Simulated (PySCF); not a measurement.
# C3H9SV: magnetic properties

Aim: compute the magnetic properties of C3H9SV (`[CH3][V]([CH3])([CH3])=[S]`).

Programs: PySCF 2.14.0, with routines of our own; each step states its level. All values are computed. Atoms count from 0.

## 1. The system as given

14 atoms, charge 0, multiplicity 1; geometry from: GFN2-xTB.

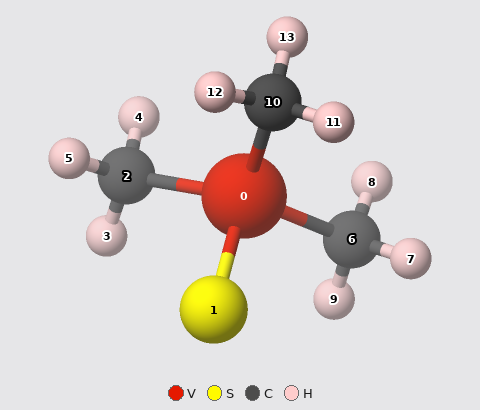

The starting geometry (vanadium red, sulfur yellow, carbon dark grey, hydrogen pink); sticks join atoms by distance alone.

## 2. Magnetic properties: GIAO PBE/def2-SVP V:def2-TZVP

The job: settings as JSON, then the geometry in Å.

```
{"job": {"kind": "mag", "xc": "PBE", "basis": {"default": "def2-SVP", "V": "def2-TZVP"}}, "charge": 0, "multiplicity": 1}
V      0.001990     0.001270     0.278110
S      0.012840     0.009950     2.306760
C      1.957400     0.008520    -0.152110
H      2.478280     0.864470     0.289170
H      2.037590     0.066960    -1.247480
H      2.449140    -0.907640     0.192790
C     -0.986870     1.691080    -0.141540
H     -2.011730     1.672430     0.244650
H     -1.019410     1.771790    -1.237830
H     -0.482720     2.573570     0.266000
C     -0.972090    -1.700900    -0.126200
H     -2.004360    -1.672650     0.239580
H     -0.477280    -2.575440     0.309080
H     -0.982790    -1.803410    -1.220980
```

With the program's defaults for keys left out, this is: GIAO PBE/def2-SVP V:def2-TZVP magnetisability, rotational g tensor and spin-rotation constants, non-relativistic, gas phase.

Launch:

```
$ OMP_NUM_THREADS=1 python excited_run.py task.json out
```

One launch serves the whole session: the jobs run in the order shown.

Log:

```text
coarse grid: 51664 points
cycle   1  E = -1460.1422040425  dE =  8.840e-01  |g| = 2.493e+00  |ddm| = 4.193e+00
cycle   2  E = -1454.1756487857  dE =  5.967e+00  |g| = 4.621e+00  |ddm| = 2.065e+01
cycle   3  E = -1460.8927376694  dE = -6.717e+00  |g| = 1.175e+00  |ddm| = 2.055e+01
cycle   4  E = -1460.7212109269  dE =  1.715e-01  |g| = 1.260e+00  |ddm| = 1.742e+00
cycle   5  E = -1461.1518078939  dE = -4.306e-01  |g| = 2.855e-01  |ddm| = 1.274e+00
cycle   6  E = -1461.1529616144  dE = -1.154e-03  |g| = 3.345e-01  |ddm| = 5.129e-01
cycle   7  E = -1461.1750346223  dE = -2.207e-02  |g| = 7.797e-02  |ddm| = 2.345e-01
cycle   8  E = -1461.1756576552  dE = -6.230e-04  |g| = 5.851e-02  |ddm| = 1.046e-01
cycle   9  E = -1461.1765300860  dE = -8.724e-04  |g| = 4.334e-03  |ddm| = 5.014e-02
cycle  10  E = -1461.1765321798  dE = -2.094e-06  |g| = 3.552e-03  |ddm| = 7.402e-03
cycle  11  E = -1461.1765342675  dE = -2.088e-06  |g| = 1.684e-03  |ddm| = 3.156e-03
final grid: 107008 points
cycle  12  E = -1461.1765165719  dE =  4.754e-05  |g| = 1.633e-02  |ddm| = 9.282e-03
cycle  13  E = -1461.1711111091  dE =  5.405e-03  |g| = 1.768e-01  |ddm| = 9.405e-02
cycle  14  E = -1461.1765618893  dE = -5.451e-03  |g| = 3.319e-03  |ddm| = 8.489e-02
cycle  15  E = -1461.1765644084  dE = -2.519e-06  |g| = 1.373e-03  |ddm| = 2.613e-03
cycle  16  E = -1461.1765647538  dE = -3.454e-07  |g| = 7.051e-05  |ddm| = 7.479e-04
cycle  17  E = -1461.1765647542  dE = -3.915e-10  |g| = 5.004e-05  |ddm| = 1.004e-04
cycle  18  E = -1461.1765647549  dE = -7.012e-10  |g| = 5.008e-06  |ddm| = 4.084e-05
converged SCF energy = -1461.1765647549

Magnetisability tensor (1e-30 J/T^2)
      192.63       -0.81        0.38
       -0.81      190.73        0.41
        0.38        0.41      148.29
isotropic 177.21   principal values     148.28    190.44    192.93
isotropic susceptibility 10.672 1e-6 cm^3/mol

Inertial axes            a          b          c
rot. const./GHz      2.6308     2.2466     2.2463
chi total             8.930     11.543     11.543
chi diamagnetic    -608.718   -646.256   -646.256
chi paramagnetic    617.648    657.799    657.799
quadrupole/D A       -1.862      0.931      0.931
g nuclear            0.6432     0.5871     0.5870
g electronic        -0.7634    -0.6943    -0.6942
g total             -0.1202    -0.1071    -0.1071

Spin-rotation constants (kHz, H = +C I.J)
atom  isotope        aa         bb         cc
  0    51V       24.093     18.541     18.538
  3     1H       -0.356     -0.045     -0.045
  4     1H        0.144     -0.276     -0.276
  5     1H       -0.395     -0.036     -0.036
  7     1H       -0.381     -0.039     -0.039
  8     1H        0.144     -0.276     -0.276
  9     1H       -0.371     -0.041     -0.041
 11     1H       -0.389     -0.037     -0.037
 12     1H       -0.361     -0.043     -0.043
 13     1H        0.142     -0.276     -0.276
  1    33S*       0.413      2.800      2.800
  2    13C*       0.634      0.389      0.394
* in the singly substituted isotopologue
```

It took 41 s on 1 thread of Arm Neoverse V1, shared host; peak memory 1.1 GiB.

Key values:

```
              quantity                      value
       magnetisability             177·10⁻³⁰ J/T²
  molar susceptibility          10.7·10⁻⁶ cm³/mol
rotational g (a, b, c)  -0.1202, -0.1071, -0.1071
```

The fields below are evaluated on a grid from the run's orbitals.

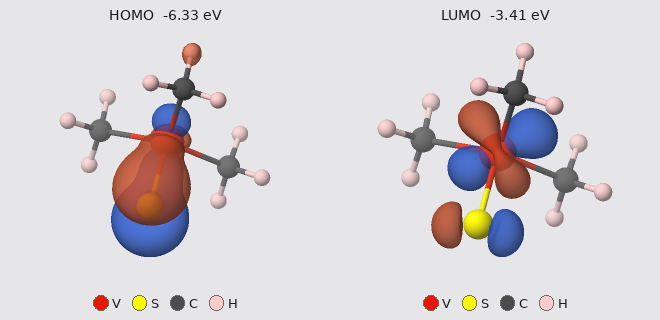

Frontier orbitals at PBE/def2-TZVP+def2-SVP; each surface holds 70 % of the orbital's density, blue and red mark the sign.

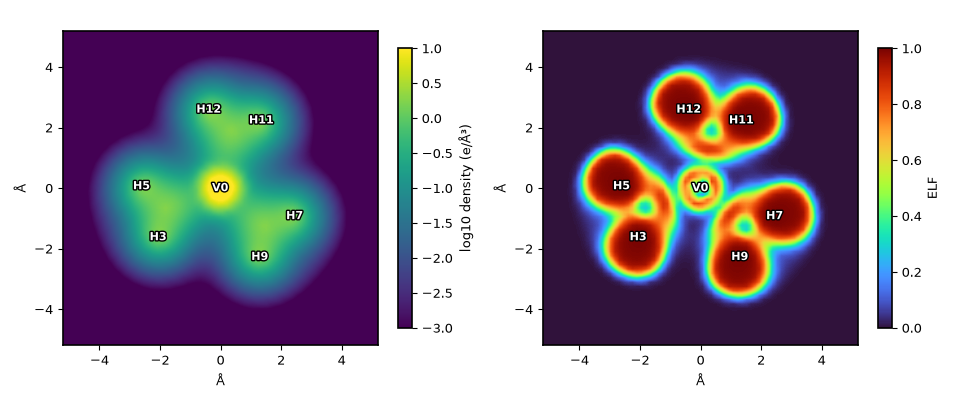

Density (left) and ELF (right) in a plane through or near 7 of the atoms.

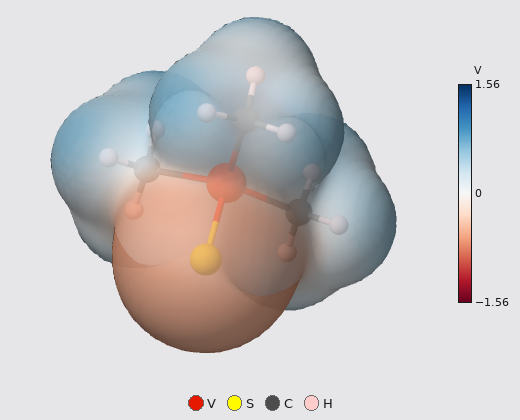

The potential that a unit positive charge feels on the 0.002 e/bohr³ surface, from the 1st to the 99th percentile, from -0.63 V near S1 to 1.56 V near H8.

## 3. Magnetic properties: GIAO LC-wPBE/def2-SVP V:def2-TZVP

The job, as its differences from that of step 2:

```diff
@@ -1,2 +1,2 @@
-{"job": {"kind": "mag", "xc": "PBE", "basis": {"default": "def2-SVP", "V": "def2-TZVP"}}, "charge": 0, "multiplicity": 1}
+{"job": {"kind": "mag", "xc": "LC-wPBE", "basis": {"default": "def2-SVP", "V": "def2-TZVP"}}, "charge": 0, "multiplicity": 1}
 V      0.001990     0.001270     0.278110
```

Level: GIAO LC-wPBE/def2-SVP V:def2-TZVP magnetisability, rotational g tensor and spin-rotation constants, non-relativistic, gas phase.

Log:

```text
coarse grid: 51664 points
cycle   1  E = -1461.2454547335  dE = -2.935e-02  |g| = 4.124e-01  |ddm| = 3.823e+00
cycle   2  E = -1461.2773251583  dE = -3.187e-02  |g| = 4.032e-01  |ddm| = 8.483e-01
cycle   3  E = -1461.2826858935  dE = -5.361e-03  |g| = 3.871e-01  |ddm| = 4.045e-01
cycle   4  E = -1461.3086664062  dE = -2.598e-02  |g| = 4.643e-02  |ddm| = 2.605e-01
cycle   5  E = -1461.3092774275  dE = -6.110e-04  |g| = 1.508e-02  |ddm| = 5.494e-02
cycle   6  E = -1461.3093901056  dE = -1.127e-04  |g| = 5.414e-03  |ddm| = 2.535e-02
cycle   7  E = -1461.3094154496  dE = -2.534e-05  |g| = 2.452e-03  |ddm| = 1.003e-02
cycle   8  E = -1461.3094249629  dE = -9.513e-06  |g| = 9.805e-04  |ddm| = 6.694e-03
final grid: 107008 points
cycle   9  E = -1461.3093637367  dE = -1.595e-06  |g| = 7.749e-04  |ddm| = 3.016e-03
cycle  10  E = -1461.3093641338  dE = -3.970e-07  |g| = 9.381e-04  |ddm| = 1.631e-03
cycle  11  E = -1461.3093644504  dE = -3.167e-07  |g| = 7.118e-04  |ddm| = 9.090e-04
cycle  12  E = -1461.3093646518  dE = -2.013e-07  |g| = 2.921e-04  |ddm| = 6.124e-04
cycle  13  E = -1461.3093648248  dE = -1.730e-07  |g| = 8.156e-05  |ddm| = 1.236e-03
cycle  14  E = -1461.3093648287  dE = -3.911e-09  |g| = 1.534e-05  |ddm| = 1.642e-04
cycle  15  E = -1461.3093648291  dE = -3.697e-10  |g| = 9.903e-06  |ddm| = 5.738e-05
converged SCF energy = -1461.3093648291

Magnetisability tensor (1e-30 J/T^2)
      534.92        0.15       -0.41
        0.15      534.72       -0.15
       -0.41       -0.15      251.53
isotropic 440.39   principal values     251.53    534.64    534.99
isotropic susceptibility 26.521 1e-6 cm^3/mol

Inertial axes            a          b          c
rot. const./GHz      2.6308     2.2466     2.2463
chi total            15.148     32.207     32.207
chi diamagnetic    -608.697   -646.498   -646.498
chi paramagnetic    623.844    678.705    678.705
quadrupole/D A       -2.159      1.080      1.080
g nuclear            0.6432     0.5871     0.5870
g electronic        -0.7710    -0.7164    -0.7162
g total             -0.1278    -0.1292    -0.1292

Spin-rotation constants (kHz, H = +C I.J)
atom  isotope        aa         bb         cc
  0    51V       26.576     22.071     22.067
  3     1H       -0.374     -0.042     -0.042
  4     1H        0.129     -0.281     -0.281
  5     1H       -0.414     -0.034     -0.034
  7     1H       -0.399     -0.037     -0.037
  8     1H        0.128     -0.281     -0.281
  9     1H       -0.389     -0.038     -0.038
 11     1H       -0.408     -0.035     -0.035
 12     1H       -0.379     -0.040     -0.040
 13     1H        0.126     -0.280     -0.280
  1    33S*      -0.067      3.879      3.878
  2    13C*       0.619      0.372      0.337
* in the singly substituted isotopologue
```

Run time: 41 s. Hardware: 1 thread of Arm Neoverse V1, shared host; peak memory 1.6 GiB.

Key values:

```
              quantity                      value
       magnetisability             440·10⁻³⁰ J/T²
  molar susceptibility          26.5·10⁻⁶ cm³/mol
rotational g (a, b, c)  -0.1278, -0.1292, -0.1292
```

## 4. Magnetic properties side by side

```
                            level  ξ (10⁻³⁰ J/T²)     g(a)     g(b)  gap (eV)  functions  time
    GIAO PBE/def2-SVP V:def2-TZVP             177  -0.1202  -0.1071      2.92        150  41 s
GIAO LC-wPBE/def2-SVP V:def2-TZVP             440  -0.1278  -0.1292      9.87        150  41 s
```

## 5. Outcome

| quantity | value |
| --- | --- |
| magnetisability (step 2, GIAO PBE/def2-SVP V:def2-TZVP) | 177·10⁻³⁰ J/T² |
| molar susceptibility (step 2, GIAO PBE/def2-SVP V:def2-TZVP) | 10.7·10⁻⁶ cm³/mol |
| rotational g (a, b, c) (step 2, GIAO PBE/def2-SVP V:def2-TZVP) | -0.1202, -0.1071, -0.1071 |
| surface potential, 1st and 99th percentile | -0.63 V and 1.56 V |
| magnetisability over the levels | 177 to 440·10⁻³⁰ J/T² |

In words: At GIAO PBE/def2-SVP V:def2-TZVP the magnetisability is positive: the paramagnetic term outweighs the diamagnetic one, and such values are sensitive to the functional. At GIAO LC-wPBE/def2-SVP V:def2-TZVP the magnetisability is positive: the paramagnetic term outweighs the diamagnetic one, and such values are sensitive to the functional. The geometry comes from tight binding, which is rough for metal atoms, and these values hang on it. The magnetisability spreads by 85.2 % over 2 levels of like cost. Two levels can agree by chance, so this spread shows no convergence. Vibrational averaging and real surroundings are missing from these values.
